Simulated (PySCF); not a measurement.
# C3H9BS: electronic excitations at several levels of theory

How much do the electronic excitations of C3H9BS (`CB(C)CS`) depend on the level of theory, and what does each level cost?

Computed with PySCF 2.14.0, with density-fitted response routines of our own, on a single molecule in the gas phase. Atoms count from 0, in the outputs and in this text.

### Step 1. The starting structure

14 atoms, charge 0, multiplicity 1; geometry from: PBE0-D3(BJ)/def2-SVP.

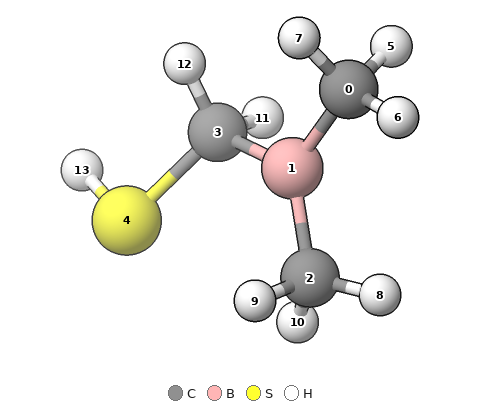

The starting geometry (carbon grey, boron pink, sulfur yellow, hydrogen white), atoms numbered.

### Step 2. TDDFT and polarisability: HF/def2-SVPD

What the job is given:

```
{"job": {"kind": "uv", "xc": "HF", "basis": "def2-SVPD", "ip": true}, "charge": 0, "multiplicity": 1}
C     -1.496617    -1.017682     0.110850
B     -0.322951     0.018868     0.269901
C     -0.582794     1.554811     0.425428
C      1.154641    -0.551137     0.234160
S      2.379827     0.537942     1.016462
H     -1.405385    -1.507745    -0.876461
H     -2.504708    -0.583943     0.177144
H     -1.409566    -1.835250     0.846774
H     -1.561349     1.886899     0.048141
H     -0.585481     1.745069     1.518379
H      0.220313     2.189101     0.019706
H      1.370993    -0.635306    -0.850358
H      1.212764    -1.571224     0.644892
H      3.482042    -0.187296     0.725979
```

Method: TDDFT HF/def2-SVPD, vertical, gas phase, core orbitals frozen in the response.

On the command line:

```
$ OMP_NUM_THREADS=1 python probes_run.py task.json out
```

The driver reads the jobs from task.json and runs them one after another.

Standard output:

```text
final grid: 104928 points
cycle   1  E = -540.7898727842  dE =  5.359e-01  |g| = 3.819e-01  |ddm| = 4.194e+00
cycle   2  E = -540.8462991538  dE = -5.643e-02  |g| = 1.277e-01  |ddm| = 7.735e-01
cycle   3  E = -540.8518987019  dE = -5.600e-03  |g| = 5.046e-02  |ddm| = 3.588e-01
cycle   4  E = -540.8528838029  dE = -9.851e-04  |g| = 8.238e-03  |ddm| = 1.035e-01
cycle   5  E = -540.8529229049  dE = -3.910e-05  |g| = 2.752e-03  |ddm| = 2.386e-02
cycle   6  E = -540.8529281757  dE = -5.271e-06  |g| = 7.608e-04  |ddm| = 1.005e-02
cycle   7  E = -540.8529286509  dE = -4.752e-07  |g| = 2.095e-04  |ddm| = 2.683e-03
cycle   8  E = -540.8529286866  dE = -3.568e-08  |g| = 5.471e-05  |ddm| = 8.388e-04
cycle   9  E = -540.8529286890  dE = -2.403e-09  |g| = 1.734e-05  |ddm| = 2.050e-04
cycle  10  E = -540.8529286892  dE = -2.443e-10  |g| = 5.253e-06  |ddm| = 5.857e-05
converged SCF energy = -540.8529286892

Static polarisability (au): isotropic 68.746, principal 58.136 67.579 80.521

Singlet excitations
state   eV       nm        f      main configurations
  1   6.0556    204.7   0.00351   H->L 0.24, H->L+2 0.20, H->L+13 0.10
  2   6.6679    185.9   0.03304   H->L+1 0.70
  3   7.4875    165.6   0.00151   H-1->L+4 0.38, H-3->L+4 0.24, H-2->L+4 0.10
  4   7.5890    163.4   0.00005   H-2->L+4 0.54, H-1->L+4 0.10
  5   7.7916    159.1   0.02319   H->L 0.41, H->L+6 0.12, H->L+1 0.10
  6   8.0222    154.6   0.01809   H->L+4 0.44, H->L+3 0.30
  7   8.1931    151.3   0.04922   H->L+3 0.52, H->L+4 0.30
  8   8.3181    149.1   0.00874   H->L+2 0.51, H->L+7 0.11
  9   9.0340    137.2   0.06413   H-1->L 0.49
 10   9.1907    134.9   0.05726   H->L+5 0.36, H->L 0.12, H->L+2 0.08

Triplet excitations (Tamm-Dancoff, eV): 5.4748 6.0532 6.7327 6.8739
Vertical ionisation energy (delta-SCF) = 8.0504 eV
```

It took 9.5 s on 1 thread of Arm Neoverse V1, shared host; peak memory 0.74 GiB.

Frontier orbitals and where they lie:

```
orbital      eV                      atoms
 HOMO−3  -12.82  S4 31 %, C2 17 %, B1 14 %
 HOMO−2  -12.21  B1 23 %, C3 23 %, C0 21 %
 HOMO−1  -11.87  S4 34 %, C3 16 %, C2 14 %
   HOMO   -9.56  S4 75 %, C3 12 %, H13 6 %
   LUMO    1.86  B1 50 %, S4 16 %, H11 5 %
 LUMO+1    2.43           S4 75 %, H13 9 %
 LUMO+2    2.81   S4 67 %, B1 7 %, H13 4 %
```

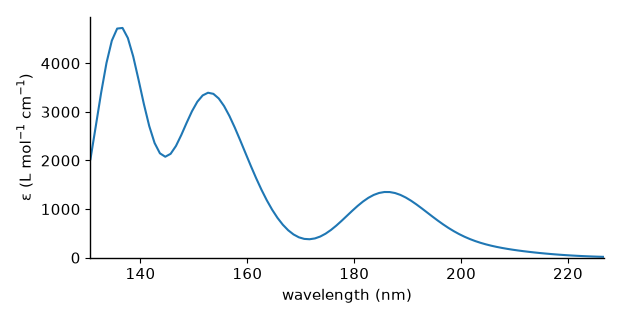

Absorption spectrum: each of the 10 states is a Gaussian band of 0.4 eV half-width at 1/e. Beyond the last state computed it falls off for lack of states.

Further results of this job:

```
           property  computed
  dipole moment (D)      1.73
polarisability (Å³)     10.19
 HOMO–LUMO gap (eV)     11.43
      −ε(HOMO) (eV)      9.56
```

### Step 3. Ultraviolet spectrum: LDA/def2-SVPD

Same as in step 2 but for these lines:

```diff
@@ -1,2 +1,2 @@
-{"job": {"kind": "uv", "xc": "HF", "basis": "def2-SVPD", "ip": true}, "charge": 0, "multiplicity": 1}
+{"job": {"kind": "uv", "xc": "LDA", "basis": "def2-SVPD", "ip": true}, "charge": 0, "multiplicity": 1}
 C     -1.496617    -1.017682     0.110850
```

With the program's defaults for keys left out, this is: TDDFT LDA/def2-SVPD, vertical, gas phase, core orbitals frozen in the response.

Standard output:

```text
coarse grid: 11552 points
cycle   1  E = -539.5715405048  dE =  8.572e-02  |g| = 6.587e-01  |ddm| = 5.206e+00
cycle   2  E = -539.3714501931  dE =  2.001e-01  |g| = 1.054e+00  |ddm| = 2.017e+00
cycle   3  E = -539.6915183599  dE = -3.201e-01  |g| = 1.017e-01  |ddm| = 1.269e+00
cycle   4  E = -539.6944435572  dE = -2.925e-03  |g| = 4.499e-02  |ddm| = 2.217e-01
cycle   5  E = -539.6949653795  dE = -5.218e-04  |g| = 1.522e-02  |ddm| = 6.472e-02
cycle   6  E = -539.6950272893  dE = -6.191e-05  |g| = 2.229e-03  |ddm| = 2.164e-02
cycle   7  E = -539.6950285069  dE = -1.218e-06  |g| = 7.642e-04  |ddm| = 5.022e-03
final grid: 104928 points
cycle   8  E = -539.7745240427  dE = -4.260e-05  |g| = 4.898e-03  |ddm| = 9.822e-02
cycle   9  E = -539.7745156724  dE =  8.370e-06  |g| = 7.459e-03  |ddm| = 1.426e-02
cycle  10  E = -539.7745300427  dE = -1.437e-05  |g| = 6.923e-04  |ddm| = 8.932e-03
cycle  11  E = -539.7745301736  dE = -1.310e-07  |g| = 2.854e-04  |ddm| = 1.272e-03
cycle  12  E = -539.7745301959  dE = -2.227e-08  |g| = 5.278e-05  |ddm| = 3.753e-04
cycle  13  E = -539.7745301967  dE = -7.590e-10  |g| = 1.777e-05  |ddm| = 9.358e-05
converged SCF energy = -539.7745301967

Static polarisability (au): isotropic 78.412, principal 63.756 77.929 93.552

Singlet excitations
state   eV       nm        f      main configurations
  1   3.8305    323.7   0.00656   H->L 1.00
  2   4.9392    251.0   0.00588   H->L+1 0.99
  3   5.6454    219.6   0.02196   H->L+2 0.94
  4   5.7172    216.9   0.00213   H-1->L 0.97
  5   5.7659    215.0   0.00922   H->L+3 0.94
  6   5.9398    208.7   0.00132   H-2->L 0.99
  7   6.4262    192.9   0.00015   H->L+4 0.98
  8   6.5528    189.2   0.02859   H-3->L 0.57, H->L+5 0.41
  9   6.5780    188.5   0.01095   H->L+5 0.56, H-3->L 0.41
 10   6.7466    183.8   0.02427   H-1->L+1 0.97

Triplet excitations (Tamm-Dancoff, eV): 3.7140 4.7533 5.3639 5.3776
Vertical ionisation energy (delta-SCF) = 8.9693 eV
Vertical electron affinity (delta-SCF) = -0.6202 eV
```

It took 51 s on 1 thread of Arm Neoverse V1, shared host; peak memory 0.54 GiB.

This run: HOMO -5.58 eV, LUMO -1.82 eV; lowest singlet 3.83 eV.

### Step 4. Excited states and response: PBE/def2-SVPD

Same as in step 3 but for these lines:

```diff
@@ -1,2 +1,2 @@
-{"job": {"kind": "uv", "xc": "LDA", "basis": "def2-SVPD", "ip": true}, "charge": 0, "multiplicity": 1}
+{"job": {"kind": "uv", "xc": "PBE", "basis": "def2-SVPD", "ip": true}, "charge": 0, "multiplicity": 1}
 C     -1.496617    -1.017682     0.110850
```

Method: TDDFT PBE/def2-SVPD, vertical, gas phase, core orbitals frozen in the response.

Standard output:

```text
coarse grid: 11552 points
cycle   1  E = -541.9964685496  dE =  8.116e-02  |g| = 6.183e-01  |ddm| = 5.183e+00
cycle   2  E = -541.8347653693  dE =  1.617e-01  |g| = 9.611e-01  |ddm| = 1.935e+00
cycle   3  E = -542.1029894984  dE = -2.682e-01  |g| = 9.459e-02  |ddm| = 1.183e+00
cycle   4  E = -542.1055895632  dE = -2.600e-03  |g| = 3.804e-02  |ddm| = 1.993e-01
cycle   5  E = -542.1059587248  dE = -3.692e-04  |g| = 1.359e-02  |ddm| = 5.397e-02
cycle   6  E = -542.1060080256  dE = -4.930e-05  |g| = 1.942e-03  |ddm| = 1.957e-02
cycle   7  E = -542.1060089802  dE = -9.546e-07  |g| = 6.318e-04  |ddm| = 4.429e-03
final grid: 104928 points
cycle   8  E = -542.1801369918  dE = -1.908e-05  |g| = 1.409e-02  |ddm| = 1.125e-01
cycle   9  E = -542.1800431164  dE =  9.388e-05  |g| = 2.309e-02  |ddm| = 4.271e-02
cycle  10  E = -542.1801883021  dE = -1.452e-04  |g| = 2.035e-03  |ddm| = 2.773e-02
cycle  11  E = -542.1801895942  dE = -1.292e-06  |g| = 2.442e-04  |ddm| = 2.952e-03
cycle  12  E = -542.1801896118  dE = -1.762e-08  |g| = 6.763e-05  |ddm| = 4.524e-04
cycle  13  E = -542.1801896130  dE = -1.212e-09  |g| = 2.093e-05  |ddm| = 1.168e-04
cycle  14  E = -542.1801896131  dE = -1.251e-10  |g| = 4.468e-06  |ddm| = 4.188e-05
converged SCF energy = -542.1801896131

Static polarisability (au): isotropic 77.062, principal 62.922 76.434 91.829

Singlet excitations
state   eV       nm        f      main configurations
  1   3.9497    313.9   0.00548   H->L 1.00
  2   4.9341    251.3   0.00565   H->L+1 0.99
  3   5.6266    220.4   0.02048   H->L+2 0.96
  4   5.7454    215.8   0.00952   H->L+3 0.96
  5   5.8388    212.3   0.00218   H-1->L 0.99
  6   6.0344    205.5   0.00136   H-2->L 0.99
  7   6.3931    193.9   0.00005   H->L+4 0.99
  8   6.5203    190.2   0.03589   H->L+5 0.98
  9   6.6832    185.5   0.00231   H-3->L 0.98
 10   6.7670    183.2   0.02569   H-1->L+1 0.88, H->L+6 0.10

Triplet excitations (Tamm-Dancoff, eV): 3.8280 4.7037 5.3051 5.3946
Vertical ionisation energy (delta-SCF) = 8.8338 eV
Vertical electron affinity (delta-SCF) = -0.7500 eV
```

Wall time 69 s (1 thread of Arm Neoverse V1, shared host); peak memory 0.65 GiB.

This run: HOMO -5.49 eV, LUMO -1.60 eV; lowest singlet 3.95 eV.

### Step 5. Ultraviolet spectrum: B3LYP/def2-SVPD

Same as in step 4 but for these lines:

```diff
@@ -1,2 +1,2 @@
-{"job": {"kind": "uv", "xc": "PBE", "basis": "def2-SVPD", "ip": true}, "charge": 0, "multiplicity": 1}
+{"job": {"kind": "uv", "xc": "B3LYP", "basis": "def2-SVPD", "ip": true}, "charge": 0, "multiplicity": 1}
 C     -1.496617    -1.017682     0.110850
```

With the program's defaults for keys left out, this is: TDDFT B3LYP/def2-SVPD, vertical, gas phase, core orbitals frozen in the response.

Standard output:

```text
coarse grid: 11552 points
cycle   1  E = -542.4690992529  dE =  1.399e-01  |g| = 4.882e-01  |ddm| = 5.182e+00
cycle   2  E = -542.4419772825  dE =  2.712e-02  |g| = 5.772e-01  |ddm| = 1.400e+00
cycle   3  E = -542.5356750985  dE = -9.370e-02  |g| = 4.529e-02  |ddm| = 6.981e-01
cycle   4  E = -542.5362010252  dE = -5.259e-04  |g| = 2.251e-02  |ddm| = 1.048e-01
cycle   5  E = -542.5363403543  dE = -1.393e-04  |g| = 6.349e-03  |ddm| = 3.383e-02
cycle   6  E = -542.5363507134  dE = -1.036e-05  |g| = 8.752e-04  |ddm| = 9.396e-03
cycle   7  E = -542.5363509057  dE = -1.924e-07  |g| = 2.871e-04  |ddm| = 1.902e-03
final grid: 104928 points
cycle   8  E = -542.5988721418  dE = -3.235e-05  |g| = 5.496e-03  |ddm| = 8.484e-02
cycle   9  E = -542.5988683645  dE =  3.777e-06  |g| = 6.658e-03  |ddm| = 1.548e-02
cycle  10  E = -542.5988798705  dE = -1.151e-05  |g| = 5.270e-04  |ddm| = 8.169e-03
cycle  11  E = -542.5988799529  dE = -8.242e-08  |g| = 1.410e-04  |ddm| = 9.310e-04
cycle  12  E = -542.5988799578  dE = -4.875e-09  |g| = 4.229e-05  |ddm| = 2.021e-04
cycle  13  E = -542.5988799583  dE = -5.025e-10  |g| = 8.957e-06  |ddm| = 7.229e-05
converged SCF energy = -542.5988799583

Static polarisability (au): isotropic 74.494, principal 61.515 73.772 88.194

Singlet excitations
state   eV       nm        f      main configurations
  1   4.7584    260.6   0.00571   H->L 0.99
  2   5.2945    234.2   0.00526   H->L+1 0.88, H->L+3 0.09
  3   5.9384    208.8   0.02727   H->L+2 0.81, H->L+3 0.16
  4   6.1650    201.1   0.00270   H->L+3 0.68, H->L+2 0.15, H->L+1 0.11
  5   6.2939    197.0   0.00162   H-1->L 0.94
  6   6.4125    193.3   0.00106   H-2->L 0.97
  7   6.9110    179.4   0.00105   H->L+4 0.62, H->L+5 0.26
  8   6.9717    177.8   0.04274   H->L+5 0.70, H->L+4 0.26
  9   7.3302    169.1   0.01774   H->L+6 0.93
 10   7.3760    168.1   0.00754   H-1->L+1 0.57, H-3->L 0.37

Triplet excitations (Tamm-Dancoff, eV): 4.6046 4.9811 5.6109 5.8300
Vertical ionisation energy (delta-SCF) = 9.0502 eV
```

It took 33 s on 1 thread of Arm Neoverse V1, shared host; peak memory 0.82 GiB.

Key values: HOMO -6.49 eV, LUMO -0.80 eV; lowest singlet 4.76 eV.

### Step 6. Ultraviolet spectrum: PBE0/def2-SVPD

Same as in step 5 but for these lines:

```diff
@@ -1,2 +1,2 @@
-{"job": {"kind": "uv", "xc": "B3LYP", "basis": "def2-SVPD", "ip": true}, "charge": 0, "multiplicity": 1}
+{"job": {"kind": "uv", "xc": "PBE0", "basis": "def2-SVPD", "ip": true}, "charge": 0, "multiplicity": 1}
 C     -1.496617    -1.017682     0.110850
```

Level: TDDFT PBE0/def2-SVPD, vertical, gas phase, core orbitals frozen in the response.

Standard output:

```text
coarse grid: 11552 points
cycle   1  E = -542.1411579419  dE =  1.537e-01  |g| = 4.276e-01  |ddm| = 4.730e+00
cycle   2  E = -542.1330529341  dE =  8.105e-03  |g| = 4.642e-01  |ddm| = 1.154e+00
cycle   3  E = -542.1932012590  dE = -6.015e-02  |g| = 3.475e-02  |ddm| = 5.526e-01
cycle   4  E = -542.1934936256  dE = -2.924e-04  |g| = 1.848e-02  |ddm| = 8.410e-02
cycle   5  E = -542.1935895552  dE = -9.593e-05  |g| = 4.889e-03  |ddm| = 2.975e-02
cycle   6  E = -542.1935956598  dE = -6.105e-06  |g| = 6.863e-04  |ddm| = 7.155e-03
final grid: 104928 points
cycle   7  E = -542.2490356688  dE = -2.411e-05  |g| = 7.914e-03  |ddm| = 7.751e-02
cycle   8  E = -542.2490291562  dE =  6.513e-06  |g| = 9.252e-03  |ddm| = 2.113e-02
cycle   9  E = -542.2490524037  dE = -2.325e-05  |g| = 6.573e-04  |ddm| = 1.144e-02
cycle  10  E = -542.2490525317  dE = -1.280e-07  |g| = 1.247e-04  |ddm| = 1.088e-03
cycle  11  E = -542.2490525355  dE = -3.758e-09  |g| = 3.579e-05  |ddm| = 2.101e-04
cycle  12  E = -542.2490525358  dE = -3.724e-10  |g| = 7.459e-06  |ddm| = 6.767e-05
converged SCF energy = -542.2490525358

Static polarisability (au): isotropic 73.733, principal 60.821 73.035 87.342

Singlet excitations
state   eV       nm        f      main configurations
  1   4.9592    250.0   0.00627   H->L 0.99
  2   5.4714    226.6   0.00442   H->L+1 0.81, H->L+3 0.14
  3   6.1333    202.1   0.03001   H->L+2 0.74, H->L+3 0.21
  4   6.3604    194.9   0.00177   H-1->L 0.93
  5   6.4218    193.1   0.00174   H->L+3 0.55, H->L+2 0.23, H->L+1 0.16
  6   6.4838    191.2   0.00108   H-2->L 0.97
  7   7.1719    172.9   0.00321   H->L+5 0.45, H->L+4 0.40
  8   7.2105    171.9   0.04443   H->L+5 0.48, H->L+4 0.45
  9   7.5855    163.4   0.00538   H-1->L+1 0.47, H-3->L 0.45
 10   7.6248    162.6   0.02168   H->L+6 0.89

Triplet excitations (Tamm-Dancoff, eV): 4.7798 5.0778 5.7619 5.8034
Vertical ionisation energy (delta-SCF) = 9.0117 eV
```

Run time: 34 s. Hardware: 1 thread of Arm Neoverse V1, shared host; peak memory 0.82 GiB.

Key values: HOMO -6.72 eV, LUMO -0.58 eV; lowest singlet 4.96 eV.

### Step 7. Excited states and response: BHandHLYP/def2-SVPD

Same as in step 6 but for these lines:

```diff
@@ -1,2 +1,2 @@
-{"job": {"kind": "uv", "xc": "PBE0", "basis": "def2-SVPD", "ip": true}, "charge": 0, "multiplicity": 1}
+{"job": {"kind": "uv", "xc": "BHandHLYP", "basis": "def2-SVPD", "ip": true}, "charge": 0, "multiplicity": 1}
 C     -1.496617    -1.017682     0.110850
```

With the program's defaults for keys left out, this is: TDDFT BHandHLYP/def2-SVPD, vertical, gas phase, core orbitals frozen in the response.

Standard output:

```text
coarse grid: 11552 points
cycle   1  E = -542.3974436149  dE =  2.645e-01  |g| = 3.456e-01  |ddm| = 4.672e+00
cycle   2  E = -542.4200222809  dE = -2.258e-02  |g| = 2.358e-01  |ddm| = 8.992e-01
cycle   3  E = -542.4352703867  dE = -1.525e-02  |g| = 3.199e-02  |ddm| = 3.642e-01
cycle   4  E = -542.4356006686  dE = -3.303e-04  |g| = 8.610e-03  |ddm| = 6.759e-02
cycle   5  E = -542.4356239372  dE = -2.327e-05  |g| = 2.178e-03  |ddm| = 1.949e-02
cycle   6  E = -542.4356252727  dE = -1.335e-06  |g| = 7.133e-04  |ddm| = 3.953e-03
final grid: 104928 points
cycle   7  E = -542.4761428078  dE = -1.635e-05  |g| = 2.487e-03  |ddm| = 5.218e-02
cycle   8  E = -542.4761435175  dE = -7.096e-07  |g| = 1.911e-03  |ddm| = 7.875e-03
cycle   9  E = -542.4761444399  dE = -9.224e-07  |g| = 1.127e-04  |ddm| = 2.491e-03
cycle  10  E = -542.4761444440  dE = -4.156e-09  |g| = 6.614e-05  |ddm| = 3.653e-04
cycle  11  E = -542.4761444454  dE = -1.413e-09  |g| = 1.090e-05  |ddm| = 1.173e-04
cycle  12  E = -542.4761444455  dE = -4.434e-11  |g| = 5.107e-06  |ddm| = 2.304e-05
converged SCF energy = -542.4761444455

Static polarisability (au): isotropic 71.514, principal 59.597 70.653 84.292

Singlet excitations
state   eV       nm        f      main configurations
  1   5.6158    220.8   0.00877   H->L 0.58, H->L+3 0.15, H->L+1 0.08
  2   5.8865    210.6   0.00562   H->L+1 0.45, H->L 0.28, H->L+3 0.14
  3   6.4728    191.5   0.02317   H->L+2 0.72, H->L+1 0.10
  4   6.8065    182.2   0.00185   H-1->L 0.51, H-1->L+1 0.25, H-3->L 0.09
  5   6.8996    179.7   0.00725   H->L+1 0.24, H-2->L 0.21, H->L+3 0.18
  6   6.9135    179.3   0.00078   H-2->L 0.38, H-2->L+1 0.22, H->L+2 0.09
  7   7.5665    163.9   0.04405   H->L+4 0.70, H->L+5 0.18
  8   7.6076    163.0   0.00906   H->L+3 0.25, H->L+5 0.24, H->L+4 0.19
  9   8.1576    152.0   0.01874   H-1->L+1 0.35, H-1->L 0.34
 10   8.1736    151.7   0.04046   H->L+6 0.38, H->L+5 0.24

Triplet excitations (Tamm-Dancoff, eV): 5.2325 5.4955 6.1987 6.2607
Vertical ionisation energy (delta-SCF) = 8.9651 eV
```

It took 32 s on 1 thread of Arm Neoverse V1, shared host; peak memory 0.82 GiB.

Key values: HOMO -7.82 eV, LUMO 0.45 eV; lowest singlet 5.62 eV.

### Step 8. Ultraviolet spectrum: CAM-B3LYP/def2-SVPD

Same as in step 7 but for these lines:

```diff
@@ -1,2 +1,2 @@
-{"job": {"kind": "uv", "xc": "BHandHLYP", "basis": "def2-SVPD", "ip": true}, "charge": 0, "multiplicity": 1}
+{"job": {"kind": "uv", "xc": "CAM-B3LYP", "basis": "def2-SVPD", "ip": true}, "charge": 0, "multiplicity": 1}
 C     -1.496617    -1.017682     0.110850
```

Level: TDDFT CAM-B3LYP/def2-SVPD, vertical, gas phase, core orbitals frozen in the response.

Standard output:

```text
coarse grid: 11552 points
cycle   1  E = -542.3818275375  dE =  2.665e-01  |g| = 3.601e-01  |ddm| = 4.962e+00
cycle   2  E = -542.4004861249  dE = -1.866e-02  |g| = 2.788e-01  |ddm| = 9.231e-01
cycle   3  E = -542.4212477417  dE = -2.076e-02  |g| = 2.574e-02  |ddm| = 4.181e-01
cycle   4  E = -542.4214641010  dE = -2.164e-04  |g| = 8.974e-03  |ddm| = 6.702e-02
cycle   5  E = -542.4214899188  dE = -2.582e-05  |g| = 2.304e-03  |ddm| = 2.084e-02
cycle   6  E = -542.4214913851  dE = -1.466e-06  |g| = 7.721e-04  |ddm| = 4.700e-03
final grid: 104928 points
cycle   7  E = -542.4857764848  dE = -2.615e-05  |g| = 3.184e-03  |ddm| = 5.249e-02
cycle   8  E = -542.4857773674  dE = -8.826e-07  |g| = 2.664e-03  |ddm| = 9.917e-03
cycle   9  E = -542.4857791209  dE = -1.753e-06  |g| = 1.382e-04  |ddm| = 3.680e-03
cycle  10  E = -542.4857791267  dE = -5.786e-09  |g| = 8.867e-05  |ddm| = 4.692e-04
cycle  11  E = -542.4857791291  dE = -2.442e-09  |g| = 1.539e-05  |ddm| = 1.513e-04
cycle  12  E = -542.4857791292  dE = -8.288e-11  |g| = 6.616e-06  |ddm| = 3.238e-05
converged SCF energy = -542.4857791292

Static polarisability (au): isotropic 73.060, principal 60.759 72.378 86.043

Singlet excitations
state   eV       nm        f      main configurations
  1   5.4270    228.5   0.01104   H->L 0.72, H->L+3 0.09
  2   5.6440    219.7   0.00172   H->L+1 0.46, H->L 0.21, H->L+3 0.20
  3   6.2324    198.9   0.02527   H->L+2 0.74, H->L+3 0.09
  4   6.5113    190.4   0.00153   H-1->L 0.69, H-1->L+1 0.13, H-3->L 0.09
  5   6.6142    187.5   0.00151   H-2->L 0.76, H-2->L+1 0.15
  6   6.7730    183.1   0.00722   H->L+1 0.33, H->L+3 0.25, H->L+6 0.18
  7   7.3845    167.9   0.04187   H->L+4 0.70, H->L+5 0.17
  8   7.4240    167.0   0.00908   H->L+5 0.27, H->L+3 0.22, H->L+7 0.19
  9   7.8734    157.5   0.01632   H-1->L+1 0.56, H-1->L 0.21, H-3->L 0.10
 10   8.0426    154.2   0.04202   H->L+6 0.34, H->L+5 0.20, H-2->L+1 0.13

Triplet excitations (Tamm-Dancoff, eV): 5.1063 5.2716 5.9468 6.0032
Vertical ionisation energy (delta-SCF) = 9.1070 eV
```

It took 39 s on 1 thread of Arm Neoverse V1, shared host; peak memory 0.91 GiB.

Key values: HOMO -8.07 eV, LUMO 0.53 eV; lowest singlet 5.43 eV.

[end of part 1 of 2]
